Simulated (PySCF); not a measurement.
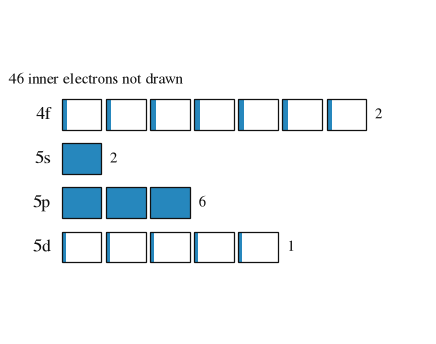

Fig. 1: The outer shells of the nominal configuration: a box for each of the 2l + 1 orbitals, shaded by the share of the shell that is filled, with the electron count at the right.

Ce⁺: atomic calculation

Ce⁺, configuration 1s2 2s2 2p6 3s2 3p6 3d10 4s2 4p6 4d10 4f2 5s2 5p6 5d1, multiplicity 4. Computed at this level: unrestricted LDA, cc-pVDZ-X2C, spin-free X2C-1e, Gaussian nucleus (PySCF).

## Summary

```tsv
quantity	value
outcome	converged
total energy	−8852.0714 hartree
⟨S²⟩	3.750
⟨L²⟩	29.82
SCF iterations	15
hardware	1 CPU thread, shared host
CPU time	1.4 s (integrals apart)
```

## Remarks

The driver held the occupations shell by shell, and empty s and d levels lie below the filled 4f. The script shown fixes the counts by irreducible representation only, so by itself it can fall to another configuration. This is not the ground configuration of the species. ⟨L²⟩ departs from that of the intended term, so the determinant mixes terms.

## Input file
```python
from pyscf import gto, scf, dft, mp, cc
import basis_set_exchange as bse
mol = gto.M(atom="Ce 0 0 0", charge=1, spin=3, symmetry="D2h",
            basis=gto.basis.parse(bse.get_basis("cc-pVDZ-X2C", elements=["Ce"], fmt="nwchem")),
            nucmod="G")
mf = dft.UKS(mol, xc="LDA,VWN").sfx2c1e()
mf.irrep_nelec = {'Ag': (10, 9), 'B1g': (2, 2), 'B2g': (2, 2), 'B3g': (2, 2), 'B1u': (5, 4), 'B2u': (5, 4), 'B3u': (4, 4)}
mf.kernel()
```

The script is an equivalent of what the driver set up; the driver started from orbitals of its own, so the log can be shorter than this script's would be, and it computed the properties (radii, ⟨L²⟩, response) afterwards. It held the occupations shell by shell, which the script's counts by irreducible representation don't always enforce.

## The program's output (extracts)
```
damping factor = 0
level_shift factor = 0
DIIS = <class 'pyscf.scf.diis.CDIIS'>
diis_start_cycle = 1
diis_space = 10
diis_damp = 0
SCF conv_tol = 1e-09
SCF conv_tol_grad = None
number electrons alpha = 30  beta = 27
XC functionals = LDA,VWN
    P. A. M. Dirac.,  Math. Proc. Cambridge Philos. Soc. 26, 376 (1930)
    F. Bloch.,  Z. Phys. 57, 545 (1929)
    S. H. Vosko, L. Wilk, and M. Nusair.,  Can. J. Phys. 58, 1200 (1980)
cycle= 1 E= -8852.07010495683  delta_E= -0.0126  |g|= 0.0775  |ddm|= 0.701
cycle= 2 E= -8852.0675046553  delta_E= 0.0026  |g|= 0.118  |ddm|= 0.355
cycle= 3 E= -8852.071299683  delta_E= -0.0038  |g|= 0.0142  |ddm|= 0.239
cycle= 4 E= -8852.0644861203  delta_E= 0.00681  |g|=  0.1  |ddm|= 0.603
cycle= 5 E= -8852.07141110676  delta_E= -0.00692  |g|= 0.00317  |ddm|= 0.543
cycle= 6 E= -8852.07141404525  delta_E= -2.94e-06  |g|= 0.00172  |ddm|= 0.0106
cycle= 7 E= -8852.07142135656  delta_E= -7.31e-06  |g|= 0.00136  |ddm|= 0.0287
cycle= 8 E= -8852.07141447273  delta_E= 6.88e-06  |g|= 0.00094  |ddm|= 0.0361
cycle= 9 E= -8852.0714146638  delta_E= -1.91e-07  |g|= 0.000241  |ddm|= 0.00704
cycle= 10 E= -8852.07141455342  delta_E= 1.1e-07  |g|= 0.000444  |ddm|= 0.00375
cycle= 11 E= -8852.07141465137  delta_E= -9.8e-08  |g|= 0.00022  |ddm|= 0.00126
cycle= 12 E= -8852.07141468043  delta_E= -2.91e-08  |g|= 3.48e-05  |ddm|= 0.00184
cycle= 13 E= -8852.07141467658  delta_E= 3.85e-09  |g|= 7.63e-05  |ddm|= 0.00116
cycle= 14 E= -8852.07141467952  delta_E= -2.94e-09  |g|= 1.25e-06  |ddm|= 0.000575
cycle= 15 E= -8852.07141467953  delta_E= -1.09e-11  |g|= 1.4e-07  |ddm|= 2.53e-05
converged SCF energy = -8852.07141467953  <S^2> = 3.7503187  2S+1 = 4.0001593
```

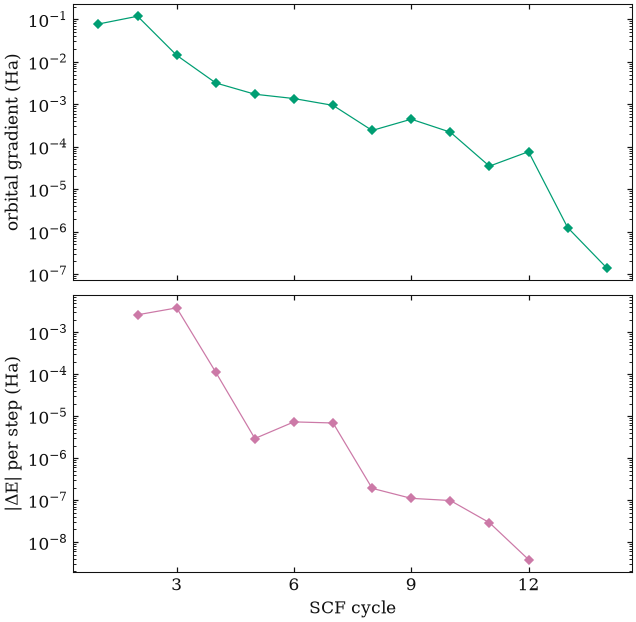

Fig. 2: Convergence: orbital gradient and change of the energy from step to step (the smallest changes aren't drawn) against the SCF cycle. The residual comes down, with one marked jump up, by a factor of about 2, at step 13. It goes from 0.077 to 1.4×10⁻⁷ in 14 steps.

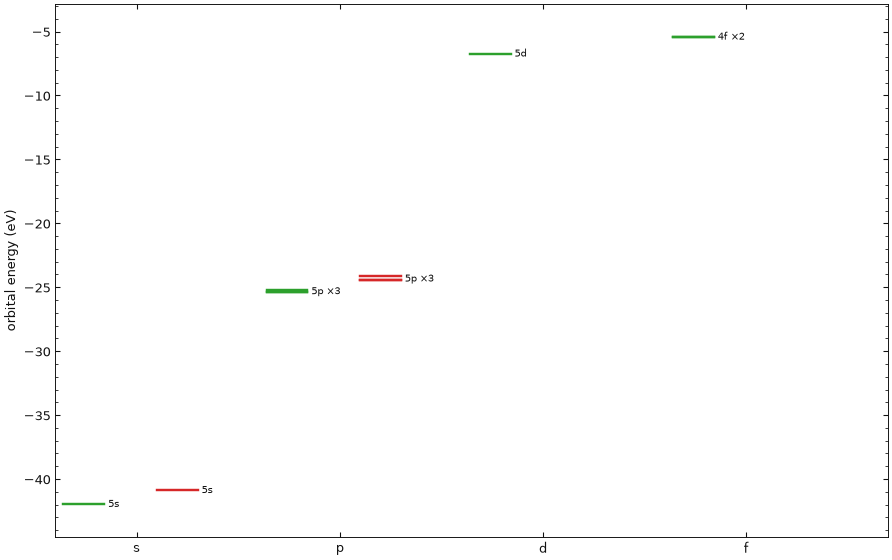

Fig. 3: Orbital energies of the mean field, from the top down to −42.0 eV, by angular momentum, α spin at the left of each column and β at the right; ×n counts the orbitals under one label. Empty levels that the record names by l alone aren't drawn. The highest filled orbital is 4f α at −5.39 eV, the lowest empty one s α at −7.42 eV.
